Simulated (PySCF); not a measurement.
# CBr2: a ladder of methods

Aim: at the PBE0 minimum of singlet CBr2, found before, compare methods on energies and levels.

Computed with PySCF 2.14.0. Level: several methods, basis C def2-SVP, Br def2-SVP, no relativity, density fitting.

**1. The system as given**

3 atoms, charge 0, spin multiplicity 1.

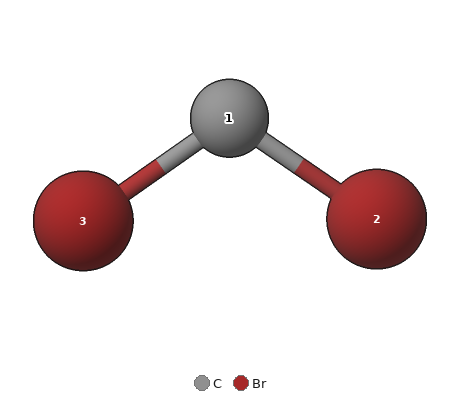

As it starts; carbon grey, bromine red; atoms are numbered from 1 in the order of the file.

Z-matrix (Å, degrees; charge 0 multiplicity 1):
```
C
Br 1 1.8804
Br 1 1.8804 2 110.48
```

**2. Density, ELF and potential**

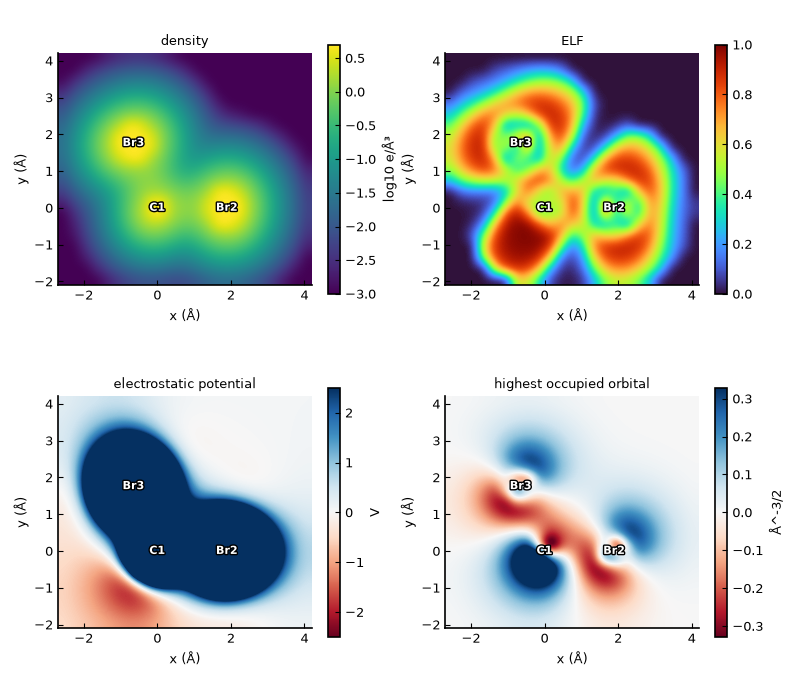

The plane holds C1 at (0.00, 0.00), Br2 at (1.88, 0.00), Br3 at (-0.66, 1.76) Å. ELF is set to 0 where the density is under 0.005 e/Å³; an orbital's overall sign is arbitrary. The potential's colours end at ±2.5 V.

Along C1–Br2 (1.880 Å) the density is least, 1.14 e/Å³, about 0.85 Å from C1; ELF there is 0.83.

Values on the line from C1 (at 0) through Br2 (at 1.880 Å):

```tsv
distance (Å)	density (e/Å³)	ELF	electrostatic potential (V)
-0.66	0.968	0.885	17.3
-0.47	1.62	0.624	43.9
-0.28	3.51	0.0872	121
-0.09	106	0.999	609
0.19	15.1	0.813	232
0.38	1.83	0.143	75.7
0.56	1.39	0.811	33.1
0.75	1.16	0.86	19.5
0.94	1.17	0.77	20.7
1.13	1.43	0.446	36.2
1.32	2.85	0.147	76.4
1.50	21	0.663	193
1.69	132	0.464	863
1.97	764	0.721	2.8e+03
2.16	61.8	0.778	366
2.35	6.99	0.349	116
2.54	1.65	0.235	50.6
2.73	0.856	0.599	24
2.91	0.437	0.72	12
```

Making the fields needed 0.8 s of wall time on 2 threads of Arm Neoverse V2, shared host.

**3. PBE0**

One driver script runs all steps and calls PySCF; scf.py shows the equivalent input of each level. Each SCF starts from the density of the minimum. The driver also runs the species with one electron less or more at the same geometry; their logs are not shown.

Contents of scf.py:

```python
from pyscf import gto, scf, dft
mol = gto.M(atom='''
C      0.988629    -0.123972     0.000000
Br    -0.075163     0.009425     1.544768
Br    -0.075163     0.009425    -1.544768''',
    basis={'C': 'def2-SVP', 'Br': 'def2-SVP'},
    charge=0, spin=0)
mf = dft.RKS(mol, xc='PBE0')
mf.grids.atom_grid = (75, 302)
aux = {'C': 'def2-universal-JKFIT', 'Br': 'def2-universal-JKFIT'}
mf = mf.density_fit(auxbasis=aux)
mf.conv_tol = 1e-08
mf.diis_space = 10
mf.max_cycle = 60
mf.verbose = 4
mf.kernel()
```

Launch:

```
> OMP_NUM_THREADS=2 python axn.py task.json out
```

Log:

```text
init E= -5184.99995414604
  HOMO = -0.263856303864829  LUMO = -0.128548416877215  gap/eV = 3.68192
cycle= 1 E= -5184.99995414373  delta_E= 2.31e-09  |g|= 9.83e-05  |ddm|= 0.000155
  HOMO = -0.263833565828636  LUMO = -0.128518719396857  gap/eV = 3.68210
Extra cycle  E= -5184.99995413259  delta_E= 1.11e-08  |g|= 0.000217  |ddm|= 0.000342
converged SCF energy = -5184.99995413259
```

This level, with the species of one electron less or more, took 1.4 s.

```
energy                        : -5184.999954 Eh
one electron less (charge +1) : -5184.653362 Eh (doublet, ⟨S²⟩ 0.76)
one electron more (charge -1) : -5185.050996 Eh (doublet, ⟨S²⟩ 0.76)
Mulliken charge of C1         : -0.06 e
```

**4. HF**

Edit scf.py of step 3 so:

```diff
@@ -8,2 +8 @@
-mf = dft.RKS(mol, xc='PBE0')
-mf.grids.atom_grid = (75, 302)
+mf = scf.RHF(mol)
```

Log:

```text
init E= -5181.88443650051
  HOMO = -0.355873297152566  LUMO = 0.0264705322021213  gap/eV = 10.40411
cycle= 1 E= -5181.9037222314  delta_E= -0.0193  |g|= 0.109  |ddm|= 0.358
  HOMO = -0.383675700937329  LUMO = 0.000891168864984415  gap/eV = 10.46460
cycle= 2 E= -5181.90645238478  delta_E= -0.00273  |g|= 0.066  |ddm|= 0.216
  HOMO = -0.3766654694087  LUMO = 0.0160387497862491  gap/eV = 10.68603
cycle= 3 E= -5181.90774095078  delta_E= -0.00129  |g|= 0.0196  |ddm|= 0.0675
  HOMO = -0.380290071048908  LUMO = 0.016173655204426  gap/eV = 10.78833
cycle= 4 E= -5181.90821085421  delta_E= -0.00047  |g|= 0.00827  |ddm|= 0.0757
  HOMO = -0.379740876727385  LUMO = 0.0190281334589324  gap/eV = 10.85106
cycle= 5 E= -5181.90831100351  delta_E= -0.0001  |g|= 0.00299  |ddm|= 0.0358
  HOMO = -0.3799087359152  LUMO = 0.0192457949026119  gap/eV = 10.86155
cycle= 6 E= -5181.90832520874  delta_E= -1.42e-05  |g|= 0.000563  |ddm|= 0.0181
  HOMO = -0.37980974312348  LUMO = 0.0193811898946423  gap/eV = 10.86254
cycle= 7 E= -5181.90832551848  delta_E= -3.1e-07  |g|= 0.000112  |ddm|= 0.00267
  HOMO = -0.379815151403436  LUMO = 0.0193749793527331  gap/eV = 10.86252
cycle= 8 E= -5181.90832552982  delta_E= -1.13e-08  |g|= 4.48e-05  |ddm|= 0.000398
  HOMO = -0.379813453230699  LUMO = 0.0193737172033748  gap/eV = 10.86244
cycle= 9 E= -5181.90832553218  delta_E= -2.36e-09  |g|= 9.38e-06  |ddm|= 0.000213
  HOMO = -0.379812404819125  LUMO = 0.0193751969466716  gap/eV = 10.86245
Extra cycle  E= -5181.90832553226  delta_E= -8.19e-11  |g|= 4.47e-06  |ddm|= 2.47e-05
converged SCF energy = -5181.90832553226
```

This level, with the species of one electron less or more, took 1.7 s.

| Item | Value |
| --- | --- |
| energy | -5181.908326 Eh |
| one electron less (charge +1) | -5181.582521 Eh (doublet, ⟨S²⟩ 0.79) |
| one electron more (charge -1) | -5181.953934 Eh (doublet, ⟨S²⟩ 0.77) |
| Mulliken charge of C1 | +0.08 e |

**5. PBE**

Edit scf.py of step 4 so:

```diff
@@ -8 +8,2 @@
-mf = scf.RHF(mol)
+mf = dft.RKS(mol, xc='PBE')
+mf.grids.atom_grid = (75, 302)
```

Log:

```text
init E= -5184.83025589498
  HOMO = -0.218255687681612  LUMO = -0.16643379303955  gap/eV = 1.41015
cycle= 1 E= -5184.83014961086  delta_E= 0.000106  |g|= 0.121  |ddm|= 0.234
  HOMO = -0.197220809118114  LUMO = -0.137484844664054  gap/eV = 1.62550
cycle= 2 E= -5184.80376440674  delta_E= 0.0264  |g|= 0.314  |ddm|= 0.464
  HOMO = -0.21599534711099  LUMO = -0.161123457504231  gap/eV = 1.49314
cycle= 3 E= -5184.83242513123  delta_E= -0.0287  |g|= 0.0501  |ddm|= 0.438
  HOMO = -0.213310790306456  LUMO = -0.158385202195439  gap/eV = 1.49460
cycle= 4 E= -5184.83319008487  delta_E= -0.000765  |g|= 0.00372  |ddm|= 0.0586
  HOMO = -0.213481341084151  LUMO = -0.158711813147734  gap/eV = 1.49035
cycle= 5 E= -5184.83319325426  delta_E= -3.17e-06  |g|= 0.00092  |ddm|= 0.00703
  HOMO = -0.213384817363935  LUMO = -0.158577237858497  gap/eV = 1.49139
cycle= 6 E= -5184.83319348279  delta_E= -2.29e-07  |g|= 0.000131  |ddm|= 0.00118
  HOMO = -0.213383106285467  LUMO = -0.158575755836742  gap/eV = 1.49138
cycle= 7 E= -5184.83319348805  delta_E= -5.26e-09  |g|= 2.61e-05  |ddm|= 0.000167
  HOMO = -0.213378987477967  LUMO = -0.158569458537516  gap/eV = 1.49144
Extra cycle  E= -5184.83319348659  delta_E= 1.46e-09  |g|= 7.41e-05  |ddm|= 0.000108
converged SCF energy = -5184.83319348659
```

This level, with the species of one electron less or more, took 4.3 s.

```
energy                        : -5184.833193 Eh
one electron less (charge +1) : -5184.496478 Eh (doublet, ⟨S²⟩ 0.76)
one electron more (charge -1) : -5184.870797 Eh (doublet, ⟨S²⟩ 0.75)
Mulliken charge of C1         : -0.11 e
```

**6. B3LYP**

Edit scf.py of step 5 so:

```diff
@@ -8 +8 @@
-mf = dft.RKS(mol, xc='PBE')
+mf = dft.RKS(mol, xc='B3LYP')
```

Log:

```text
init E= -5185.6968212268
  HOMO = -0.255495345290037  LUMO = -0.135246823489335  gap/eV = 3.27213
cycle= 1 E= -5185.69722173517  delta_E= -0.000401  |g|= 0.0382  |ddm|= 0.11
  HOMO = -0.247475855062741  LUMO = -0.125690180293062  gap/eV = 3.31396
cycle= 2 E= -5185.69636551358  delta_E= 0.000856  |g|= 0.0643  |ddm|=  0.1
  HOMO = -0.252664893716517  LUMO = -0.132359210403682  gap/eV = 3.27368
cycle= 3 E= -5185.69739742376  delta_E= -0.00103  |g|= 0.0148  |ddm|= 0.0829
  HOMO = -0.251917319476309  LUMO = -0.131316864059828  gap/eV = 3.28171
cycle= 4 E= -5185.6974637537  delta_E= -6.63e-05  |g|= 0.000783  |ddm|= 0.0158
  HOMO = -0.252042712731499  LUMO = -0.131444525841367  gap/eV = 3.28164
cycle= 5 E= -5185.69746386328  delta_E= -1.1e-07  |g|= 8.56e-05  |ddm|= 0.00119
  HOMO = -0.252034038815843  LUMO = -0.131430826678307  gap/eV = 3.28178
cycle= 6 E= -5185.69746386538  delta_E= -2.1e-09  |g|= 1.62e-05  |ddm|= 0.000119
  HOMO = -0.252033354529954  LUMO = -0.131431071846138  gap/eV = 3.28176
Extra cycle  E= -5185.6974638654  delta_E= -1.55e-11  |g|= 1.3e-05  |ddm|= 4.02e-05
converged SCF energy = -5185.6974638654
```

This level, with the species of one electron less or more, needed 3.6 s of wall time on 2 threads of Arm Neoverse V2, shared host.

| Property | Result |
| --- | --- |
| energy | -5185.697464 Eh |
| one electron less (charge +1) | -5185.353027 Eh (doublet, ⟨S²⟩ 0.76) |
| one electron more (charge -1) | -5185.742105 Eh (doublet, ⟨S²⟩ 0.75) |
| Mulliken charge of C1 | -0.07 e |

**7. r2SCAN**

Edit scf.py of step 6 so:

```diff
@@ -8,2 +8,2 @@
-mf = dft.RKS(mol, xc='B3LYP')
-mf.grids.atom_grid = (75, 302)
+mf = dft.RKS(mol, xc='R2SCAN')
+mf.grids.atom_grid = (90, 434)
```

Log:

```text
init E= -5185.60597820122
  HOMO = -0.229614595447516  LUMO = -0.161176403412795  gap/eV = 1.86230
cycle= 1 E= -5185.60725049297  delta_E= -0.00127  |g|= 0.0179  |ddm|= 0.134
  HOMO = -0.226686665133792  LUMO = -0.157728896319811  gap/eV = 1.87644
cycle= 2 E= -5185.60704982092  delta_E= 0.000201  |g|= 0.0307  |ddm|= 0.0417
  HOMO = -0.228792678111048  LUMO = -0.160452461918786  gap/eV = 1.85963
cycle= 3 E= -5185.60724704703  delta_E= -0.000197  |g|= 0.012  |ddm|= 0.0459
  HOMO = -0.22814789649479  LUMO = -0.15968734812146  gap/eV = 1.86291
cycle= 4 E= -5185.60729283033  delta_E= -4.58e-05  |g|= 0.000544  |ddm|= 0.0144
  HOMO = -0.228218350667317  LUMO = -0.159776884580724  gap/eV = 1.86239
cycle= 5 E= -5185.60729288156  delta_E= -5.12e-08  |g|= 9.67e-05  |ddm|= 0.000926
  HOMO = -0.228208383804771  LUMO = -0.159763812746216  gap/eV = 1.86247
cycle= 6 E= -5185.60729288385  delta_E= -2.29e-09  |g|= 2e-05  |ddm|= 0.000142
  HOMO = -0.228206045794579  LUMO = -0.159762128181499  gap/eV = 1.86245
Extra cycle  E= -5185.60729288377  delta_E= 7.91e-11  |g|= 2.37e-05  |ddm|= 5.7e-05
converged SCF energy = -5185.60729288377
```

This level, with the species of one electron less or more, took 8.5 s.

* energy: -5185.607293 Eh
* one electron less (charge +1): -5185.263498 Eh (doublet, ⟨S²⟩ 0.76)
* one electron more (charge -1): -5185.658004 Eh (doublet, ⟨S²⟩ 0.76)
* Mulliken charge of C1: -0.08 e

**8. TPSSh**

Edit scf.py of step 7 so:

```diff
@@ -8 +8 @@
-mf = dft.RKS(mol, xc='R2SCAN')
+mf = dft.RKS(mol, xc='TPSSH')
```

Log:

```text
init E= -5185.48489545015
  HOMO = -0.24214388923732  LUMO = -0.148272529090001  gap/eV = 2.55437
cycle= 1 E= -5185.48538894602  delta_E= -0.000493  |g|= 0.0659  |ddm|= 0.0707
  HOMO = -0.23751880321312  LUMO = -0.141883659438219  gap/eV = 2.60236
cycle= 2 E= -5185.48421436243  delta_E= 0.00117  |g|= 0.0871  |ddm|= 0.118
  HOMO = -0.242922726446825  LUMO = -0.149234342221157  gap/eV = 2.54939
cycle= 3 E= -5185.48531074651  delta_E= -0.0011  |g|= 0.0391  |ddm|= 0.124
  HOMO = -0.240396470614539  LUMO = -0.146045804815302  gap/eV = 2.56741
cycle= 4 E= -5185.48578967624  delta_E= -0.000479  |g|= 0.0012  |ddm|= 0.0435
  HOMO = -0.240542955840885  LUMO = -0.146214064629668  gap/eV = 2.56682
cycle= 5 E= -5185.48579000325  delta_E= -3.27e-07  |g|= 0.000176  |ddm|= 0.00193
  HOMO = -0.240539002289088  LUMO = -0.146205718380338  gap/eV = 2.56694
cycle= 6 E= -5185.48579001212  delta_E= -8.87e-09  |g|= 4.59e-05  |ddm|= 0.000223
  HOMO = -0.240527643986407  LUMO = -0.146193928640655  gap/eV = 2.56695
Extra cycle  E= -5185.48579001075  delta_E= 1.37e-09  |g|= 8.13e-05  |ddm|= 0.000161
converged SCF energy = -5185.48579001075
```

This level, with the species of one electron less or more, took 8.4 s.

```
energy                        : -5185.485790 Eh
one electron less (charge +1) : -5185.142388 Eh (doublet, ⟨S²⟩ 0.76)
one electron more (charge -1) : -5185.534245 Eh (doublet, ⟨S²⟩ 0.76)
Mulliken charge of C1         : -0.07 e
```

**9. CAM-B3LYP**

Edit scf.py of step 8 so:

```diff
@@ -8,2 +8,2 @@
-mf = dft.RKS(mol, xc='TPSSH')
-mf.grids.atom_grid = (90, 434)
+mf = dft.RKS(mol, xc='CAMB3LYP')
+mf.grids.atom_grid = (75, 302)
```

Log:

```text
init E= -5185.86170762445
  HOMO = -0.310344144028823  LUMO = -0.0830378306321644  gap/eV = 6.18532
cycle= 1 E= -5185.86270536057  delta_E= -0.000998  |g|= 0.0324  |ddm|= 0.103
  HOMO = -0.309757129738667  LUMO = -0.0818551066481374  gap/eV = 6.20153
cycle= 2 E= -5185.86281386644  delta_E= -0.000109  |g|= 0.02  |ddm|= 0.0327
  HOMO = -0.309574597788503  LUMO = -0.0815527931226292  gap/eV = 6.20479
cycle= 3 E= -5185.86284775508  delta_E= -3.39e-05  |g|= 0.00253  |ddm|= 0.0132
  HOMO = -0.309626219167108  LUMO = -0.0812974822431181  gap/eV = 6.21314
cycle= 4 E= -5185.86285380251  delta_E= -6.05e-06  |g|= 0.00209  |ddm|= 0.00982
  HOMO = -0.309896743463339  LUMO = -0.0815606364230135  gap/eV = 6.21334
cycle= 5 E= -5185.86285587811  delta_E= -2.08e-06  |g|= 0.000692  |ddm|= 0.00576
  HOMO = -0.309761767756793  LUMO = -0.0813771817619693  gap/eV = 6.21466
cycle= 6 E= -5185.862856145  delta_E= -2.67e-07  |g|= 8.63e-05  |ddm|= 0.00199
  HOMO = -0.309761730740512  LUMO = -0.081377393687573  gap/eV = 6.21465
cycle= 7 E= -5185.86285615087  delta_E= -5.87e-09  |g|= 1.9e-05  |ddm|= 0.000414
  HOMO = -0.30976258087462  LUMO = -0.0813773361593775  gap/eV = 6.21468
Extra cycle  E= -5185.862856151  delta_E= -1.35e-10  |g|= 9.94e-06  |ddm|= 4.09e-05
converged SCF energy = -5185.862856151
```

This level, with the species of one electron less or more, took 4.8 s.

| Quantity | Value |
| --- | --- |
| energy | -5185.862856 Eh |
| one electron less (charge +1) | -5185.514312 Eh (doublet, ⟨S²⟩ 0.76) |
| one electron more (charge -1) | -5185.913024 Eh (doublet, ⟨S²⟩ 0.75) |
| Mulliken charge of C1 | -0.05 e |

**10. wB97X**

Edit scf.py of step 9 so:

```diff
@@ -8 +8 @@
-mf = dft.RKS(mol, xc='CAMB3LYP')
+mf = dft.RKS(mol, xc='WB97X')
```

Log:

```text
init E= -5185.67901635404
  HOMO = -0.345768004992087  LUMO = -0.0444042858139744  gap/eV = 8.20052
cycle= 1 E= -5185.680661177  delta_E= -0.00164  |g|= 0.0209  |ddm|= 0.151
  HOMO = -0.350897359456496  LUMO = -0.0489437264635204  gap/eV = 8.21658
cycle= 2 E= -5185.68087343048  delta_E= -0.000212  |g|= 0.0136  |ddm|= 0.0603
  HOMO = -0.34852222952534  LUMO = -0.0454643889508382  gap/eV = 8.24662
cycle= 3 E= -5185.68094626351  delta_E= -7.28e-05  |g|= 0.00657  |ddm|= 0.02
  HOMO = -0.349356608604614  LUMO = -0.0460997519602153  gap/eV = 8.25204
cycle= 4 E= -5185.68097863674  delta_E= -3.24e-05  |g|= 0.00317  |ddm|= 0.0197
  HOMO = -0.349411329352769  LUMO = -0.0457831820165966  gap/eV = 8.26214
cycle= 5 E= -5185.68098855487  delta_E= -9.92e-06  |g|= 0.000741  |ddm|= 0.0133
  HOMO = -0.349403716972702  LUMO = -0.0457032991453183  gap/eV = 8.26411
cycle= 6 E= -5185.68098960586  delta_E= -1.05e-06  |g|= 9.24e-05  |ddm|= 0.00581
  HOMO = -0.349389757512334  LUMO = -0.0456848474452918  gap/eV = 8.26423
cycle= 7 E= -5185.68098961441  delta_E= -8.55e-09  |g|= 2.35e-05  |ddm|= 0.00046
  HOMO = -0.349387802711832  LUMO = -0.0456829232732767  gap/eV = 8.26423
Extra cycle  E= -5185.68098961496  delta_E= -5.51e-10  |g|= 9.97e-06  |ddm|= 8.34e-05
converged SCF energy = -5185.68098961496
```

This level, with the species of one electron less or more, needed 4.8 s of wall time on 2 threads of Arm Neoverse V2, shared host.

- energy: -5185.680990 Eh
- one electron less (charge +1): -5185.330254 Eh (doublet, ⟨S²⟩ 0.77)
- one electron more (charge -1): -5185.732906 Eh (doublet, ⟨S²⟩ 0.76)
- Mulliken charge of C1: -0.02 e

**11. The ladder**

| level | atomisation energy (kJ/mol) | vertical ionisation energy (eV) | vertical electron affinity (eV) | −ε(HOMO) (eV) | gap (eV) | dipole (D) | wall time |
| --- | --- | --- | --- | --- | --- | --- | --- |
| PBE0 | 632 | 9.43 | 1.39 | 7.18 | 3.68 | 1.44 | 1.4 s |
| HF | 259 | 8.87 | 1.24 | 10.34 | 10.86 | 1.23 | 1.7 s |
| PBE | 702 | 9.16 | 1.02 | 5.81 | 1.49 | 1.50 | 4.3 s |
| B3LYP | 605 | 9.37 | 1.21 | 6.86 | 3.28 | 1.45 | 3.6 s |
| r2SCAN | – | 9.36 | 1.38 | 6.21 | 1.86 | 1.43 | 8.5 s |
| TPSSh | 629 | 9.34 | 1.32 | 6.55 | 2.57 | 1.42 | 8.4 s |
| CAM-B3LYP | 585 | 9.48 | 1.37 | 8.43 | 6.21 | 1.45 | 4.8 s |
| wB97X | 588 | 9.54 | 1.41 | 9.51 | 8.26 | 1.44 | 4.8 s |

Times are for 2 threads of Arm Neoverse V2, shared host; PBE0 starts from its own converged density, so its time is not comparable. A dash stands where a species or a free atom was not run at that level, or the quantity is not defined.

Atomisation goes to high-spin atoms in their ground configurations, run at the same level, without zero-point energy.

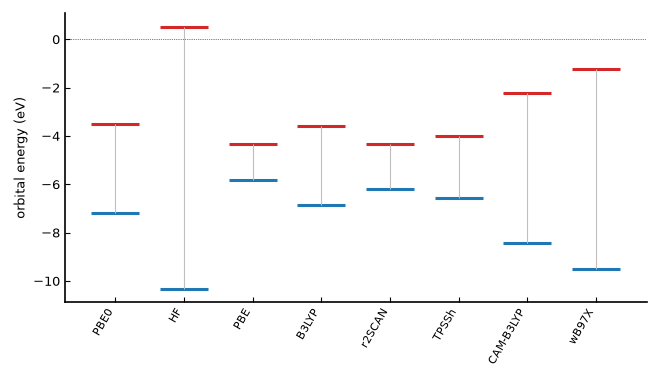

Highest occupied (blue) and lowest empty (red) levels by method.

**12. Outcome**

| quantity | value |
| --- | --- |
| atomisation energy, range | 259 (HF) to 702 (PBE) kJ/mol |
| vertical ionisation energy, range | 8.87 (HF) to 9.54 (wB97X) eV |
| vertical electron affinity, range | 1.02 (PBE) to 1.41 (wB97X) eV |
| orbital gap, range | 1.49 (PBE) to 10.86 (HF) eV |

**Reading.** The atomisation energy spreads over 443 kJ/mol, from HF to PBE; without a CCSD(T) value for it there is no yardstick here. Without diffuse functions electron affinities tend to come out too low.
